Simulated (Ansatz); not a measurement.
**Phonon calculation of C2H6ClFSi**

- system: C2H6ClFSi
- method: RKS r2SCANh-D4/6-31G (Ansatz 0.2.0)

It belongs to a series of runs on one base structure; here: vibrations at the highest image of the band.

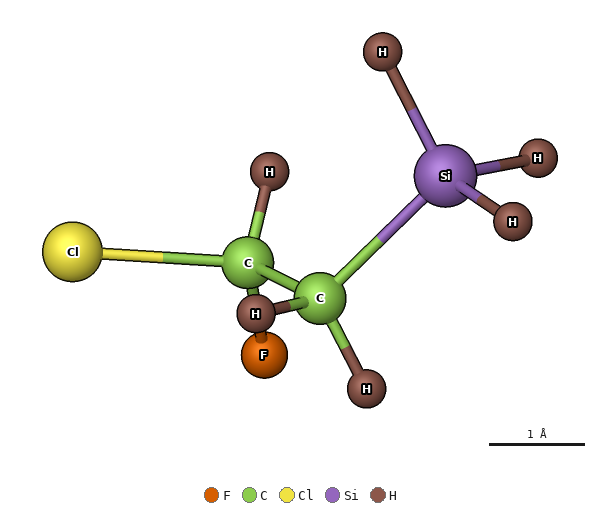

Fig. 1: The structure as given in the input (ball-and-stick view, seen at a tilt). Bond lengths as drawn: C–C 1.51 Å, C–Cl 1.89 Å, C–F 1.41 Å, C–H 1.09 to 1.10 Å, C–Si 1.93 Å and H–Si 1.50 Å.

### Summary

| quantity | value |
| --- | --- |
| outcome | converged |
| total energy | −25280.9164 eV |
| mean-field energy | −25280.8540 eV |
| largest force (length of the vector) | 0.032 eV/Å |
| hardware | 1 thread of AMD EPYC (Zen 5), 24 GiB of memory available, shared host |
| wall time | 1.7 min |
| peak memory | 0.2 GiB |

### Input
```yaml
crystal:
  periodic: [false, false, false]
  atoms:
    - { symbol: F, position_ang: [-0.283354, -0.945838, 2.223742] }
    - { symbol: C, position_ang: [0.513424, -0.396509, 1.199271] }
    - { symbol: Cl, position_ang: [2.219403, -1.196149, 1.337515] }
    - { symbol: C, position_ang: [-0.113071, -0.6619, -0.153146] }
    - { symbol: Si, position_ang: [-0.537815, 0.941455, -1.134996] }
    - { symbol: H, position_ang: [0.70291, 0.643131, 1.461274] }
    - { symbol: H, position_ang: [0.535454, -1.288732, -0.769806] }
    - { symbol: H, position_ang: [-1.033524, -1.229729, 0.019714] }
    - { symbol: H, position_ang: [-1.481496, 1.788635, -0.334464] }
    - { symbol: H, position_ang: [0.717699, 1.721144, -1.390524] }
    - { symbol: H, position_ang: [-1.174231, 0.567591, -2.43788] }
basis:
  gaussian: { orbitals: "6-31G" }
hamiltonian:
  xc: r2scanh
  dispersion: d4
phonons: {}
```

Launch command:
```bash
ansatz run input.yaml --threads 1 --pin off --max-ram 2048MiB --backend cpu --events-out ev --progress --plain --runs-dir out
```

### The program's output
```
Engine: ansatz 0.2.0, x86_64-unknown-linux-gnu
Functional definition: r2SCANh
  parameter a = 0.1
  parameter k0 = 0.174
  parameter k1 = 0.065
  parameter a1 = 4.9479
  exchange = (1 - a)*r2scan_x(k0 = k0, k1 = k1, a1 = a1) + a*exact_x
  correlation = r2scan_c
869 factors; integrals over basis functions are off by at most 1.6e-4 eV
mean field evaluation 1: about -25278.1166 eV, gradient 3.5e1 eV
mean field evaluation 2: about -25276.8270 eV, gradient 4.2e1 eV
mean field evaluation 4: about -25280.8492 eV, gradient 2.1e0 eV
mean field evaluation 8: about -25280.8539 eV, gradient 1.1e-1 eV
mean field -25280.85397071 eV, -929.0542474451 hartree, gradient 2.5e-5 eV, S^2 0.000000; 0 other end points of the search recorded, 0 dependent functions left out
the calculation of the forces begins
reference -25280.85397895 eV, -929.0542477481 hartree; 29, 29 occupied and 36, 36 virtual orbitals, 869 factors
these checks for a lower state are left out or cut short: stability, starts, cluster_reference, orbital_swaps, neighbouring_geometries, increment
869 factors; integrals over basis functions are off by at most 1.6e-4 eV
mean field evaluation 16: about -25280.8573 eV, gradient 1.3e-1 eV
mean field -25280.85389479 eV, -929.0542446553 hartree, gradient 1.2e-6 eV, S^2 0.000000; 0 other end points of the search recorded, 0 dependent functions left out
[... from here on the field's lines of each further geometry are left out, up to the last ...]
the calculation of the forces begins
reference -25280.85393431 eV, -929.0542461076 hartree; 29, 29 occupied and 36, 36 virtual orbitals, 869 factors
these checks for a lower state are left out or cut short: stability, starts, cluster_reference, orbital_swaps, neighbouring_geometries, increment
869 factors; integrals over basis functions are off by at most 1.6e-4 eV
mean field -25280.85392946 eV, -929.0542459296 hartree, gradient 1.6e-6 eV, S^2 0.000000; 0 other end points of the search recorded, 0 dependent functions left out
the calculation of the forces begins
reference -25280.85393771 eV, -929.0542462326 hartree; 29, 29 occupied and 36, 36 virtual orbitals, 869 factors
WARN: phonons: modes at or below zero, which the zero-point energy, F, S and C_V leave out: 1, the lowest at -92.25 cm⁻¹. A minimum has none, and a first-order saddle one
Total energy: -25280.91641056 eV, -929.0565420675 hartree
Atom 0 at    -0.283354    -0.945838     2.223742 Å, force    -0.012759    -0.005447     0.013442 eV/Å
Atom 1 at     0.513424    -0.396509     1.199271 Å, force     0.028610     0.002150    -0.014694 eV/Å
Atom 2 at     2.219403    -1.196149     1.337515 Å, force    -0.008494     0.003357     0.001145 eV/Å
Atom 3 at    -0.113071    -0.661900    -0.153146 Å, force    -0.006798    -0.004214    -0.010330 eV/Å
Atom 4 at    -0.537815     0.941455    -1.134996 Å, force    -0.002674     0.000494     0.001675 eV/Å
Atom 5 at     0.702910     0.643131     1.461274 Å, force    -0.003497     0.000867     0.002783 eV/Å
Atom 6 at     0.535454    -1.288732    -0.769806 Å, force     0.001876     0.002348     0.001825 eV/Å
Atom 7 at    -1.033524    -1.229729     0.019714 Å, force     0.001419     0.002281     0.002211 eV/Å
Atom 8 at    -1.481496     1.788635    -0.334464 Å, force     0.000823     0.001417     0.002468 eV/Å
Atom 9 at     0.717699     1.721144    -1.390524 Å, force     0.000401    -0.001216    -0.000228 eV/Å
Atom 10 at    -1.174231     0.567591    -2.437880 Å, force     0.001092    -0.002037    -0.000297 eV/Å
Dipole moment:    -0.277661     0.283867    -0.435832 e Å
Vibrations: -92.25 96.71 185.23 305.42 351.54 424.10 492.58 587.85 658.74 772.92 861.50 887.61 930.36 939.27 1008.76 1109.37 1226.69 1261.03 1320.55 1378.52 1504.78 2187.40 2208.16 2218.76 3107.22 3168.72 3174.66 cm⁻¹, zero-point energy 2.006589 eV
```

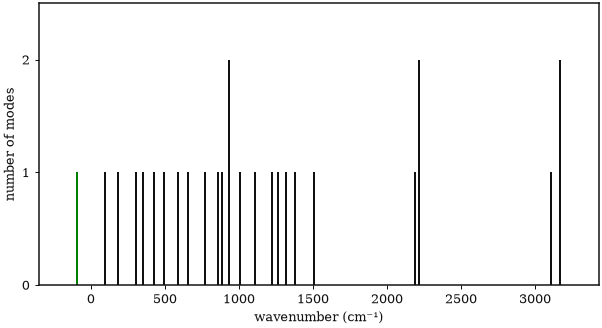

Fig. 2: Harmonic vibrational wavenumbers from the force constants; neighbouring modes closer than 15 cm⁻¹ are counted in one stick, and imaginary ones are drawn at negative wavenumbers. 27 modes from 92i to 3175 cm⁻¹, 1 imaginary beyond 8i (92i cm⁻¹): not a clean minimum; so soft a mode can be a shallow saddle, an incomplete relaxation or noise of the force constants.
